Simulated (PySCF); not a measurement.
C4H13FN2Si2

```yaml
atoms:
  - { symbol: C, position_ang: [0.2702, -1.0107, -1.3864] }
  - { symbol: C, position_ang: [-0.0771, -0.3586, -0.0452] }
  - { symbol: Si, position_ang: [1.3667, -0.4405, 1.2104] }
  - { symbol: C, position_ang: [2.6882, 0.8670, 0.7234] }
  - { symbol: F, position_ang: [2.9621, 0.8259, -0.6318] }
  - { symbol: C, position_ang: [-1.3584, -0.9881, 0.5163] }
  - { symbol: N, position_ang: [-2.4626, -0.3371, -0.1515] }
  - { symbol: Si, position_ang: [-2.0807, 1.2905, -0.5581] }
  - { symbol: N, position_ang: [-0.4076, 1.0550, -0.2180] }
  - { symbol: H, position_ang: [-0.5900, -0.9442, -2.0506] }
  - { symbol: H, position_ang: [1.1103, -0.5007, -1.8532] }
  - { symbol: H, position_ang: [0.5326, -2.0578, -1.2495] }
  - { symbol: H, position_ang: [1.9928, -1.7681, 1.2114] }
  - { symbol: H, position_ang: [0.9312, -0.0664, 2.5590] }
  - { symbol: H, position_ang: [3.6393, 0.6968, 1.2318] }
  - { symbol: H, position_ang: [2.3620, 1.8881, 0.9362] }
  - { symbol: H, position_ang: [-1.3738, -2.0651, 0.3195] }
  - { symbol: H, position_ang: [-1.4051, -0.8455, 1.6059] }
  - { symbol: H, position_ang: [-3.3673, -0.6324, 0.1735] }
  - { symbol: H, position_ang: [-2.5037, 1.4928, -1.9462] }
  - { symbol: H, position_ang: [-2.5435, 2.3635, 0.3290] }
  - { symbol: H, position_ang: [0.3039, 1.5551, -0.7267] }
```

Geometry: GFN2-xTB.

These are results of PBE0/pcSseg-1, SCF density, gas phase, non-relativistic in PySCF, not measurements.

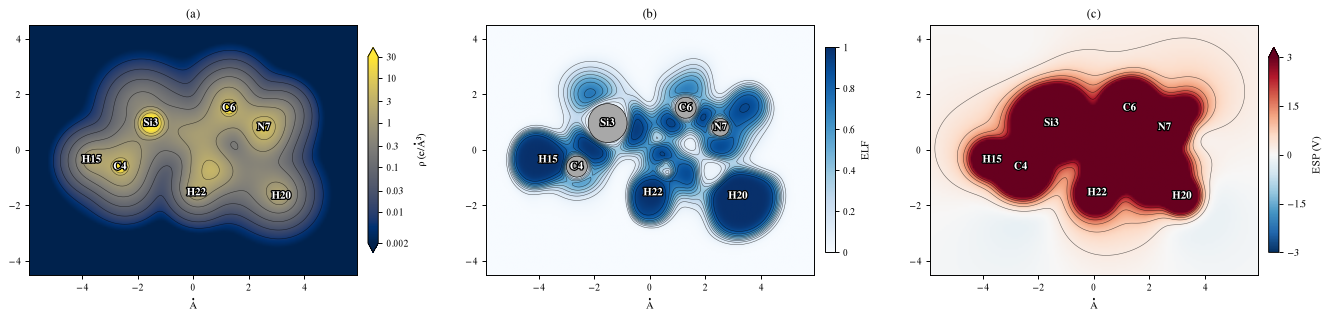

Figure 1. (a) total electron density; (b) ELF; (c) molecular electrostatic potential on the plane of atoms Si3, C4 and H15. Grey discs cover the atomic cores in the ELF map.

### Describe what can be read from this map.

The section cuts through Si, C, N and H sites.
C–N (1.45 Å): ρ is about 1.9 e/Å³ halfway; the ELF peaks at about 0.90 between the atoms, as expected for a covalent bond.
C–Si (1.92 Å): ρ is about 0.92 e/Å³ halfway; the ELF peaks at about 1 between the atoms, as expected for a shared electron pair.
C–H (1.09 Å): ρ at the midpoint is about 2 e/Å³; the ELF climbs to about 1 towards the hydrogen, as it does in any bond to H: an ordinary covalent bond to hydrogen.
The potential has no marked negative region in this plane.

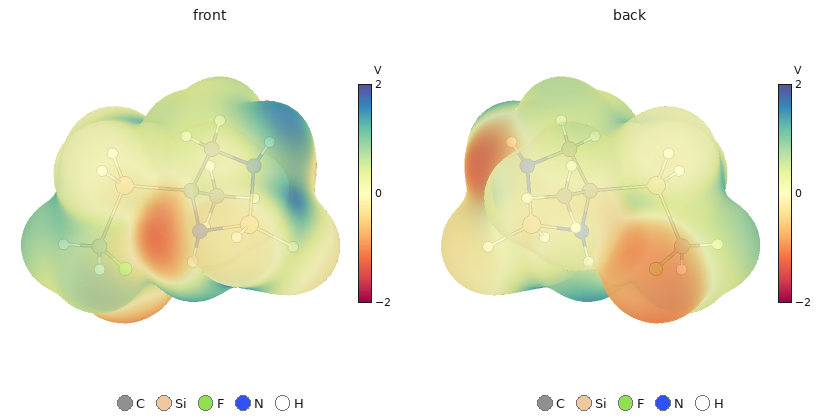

Figure 2. The molecular electrostatic potential painted on the density surface at 0.002 e/bohr³, seen from the front and from behind; red is negative and blue positive.

### Describe the electrostatic potential map.

The most negative region (about −1.2 V, or −28 kcal/mol for a unit charge) lies over N7 and N9, the most positive (about +1.6 V, or +37 kcal/mol for a unit charge) over Si8 and H19.

### How polar is the molecule by this calculation?

Its dipole moment is 1.44 D.
